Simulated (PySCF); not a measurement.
# C13H11N: the cost of one run

Programs: PySCF 2.14.0, with density-fitted response routines of our own. Each step states its level of theory. These are calculated values for one molecule in the gas phase, unless marked as measured. Atoms count from 0, in the outputs and in this text.

**1. Starting geometry**

25 atoms, charge 0, multiplicity 1; geometry from: GFN2-xTB.

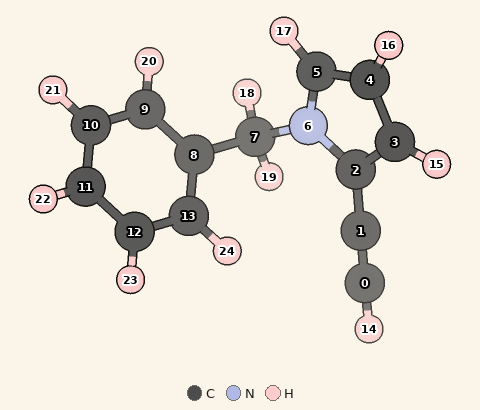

The starting geometry (carbon dark grey, nitrogen light blue, hydrogen pink), atoms numbered.

**2. Relaxing the molecule at PBE0-D3(BJ)/def2-SVP**

The job: settings as JSON, then the geometry in Å.

```
{"job": {"xc": "PBE0", "basis": "def2-SVP", "d3": "d3bj", "grid": 1, "kind": "geom"}, "charge": 0, "multiplicity": 1}
C      1.408280    -2.767430     1.820910
C      1.627280    -1.673900     1.371420
C      1.879430    -0.399150     0.844910
C      2.672340     0.613180     1.350600
C      2.600520     1.682420     0.446180
C      1.772680     1.293890    -0.576020
N      1.345010     0.030250    -0.339670
C      0.396240    -0.694950    -1.147720
C     -1.004350    -0.197700    -0.878900
C     -1.643430     0.651100    -1.771110
C     -2.905720     1.143400    -1.487370
C     -3.537150     0.792780    -0.306900
C     -2.902840    -0.051300     0.589500
C     -1.641950    -0.543520     0.306160
H      1.226580    -3.716580     2.227870
H      3.233800     0.573870     2.263120
H      3.100260     2.627160     0.533750
H      1.462190     1.827020    -1.453440
H      0.650460    -0.559730    -2.203920
H      0.477120    -1.756050    -0.892520
H     -1.154120     0.928280    -2.694530
H     -3.395770     1.803100    -2.188350
H     -4.520650     1.178660    -0.083100
H     -3.391980    -0.327110     1.511990
H     -1.142070    -1.197600     1.006370
```

Q: Estimate the wall time of this first job on 8 threads of AMD EPYC 7R43 (Zen 3), shared host.

About 3.2 min.
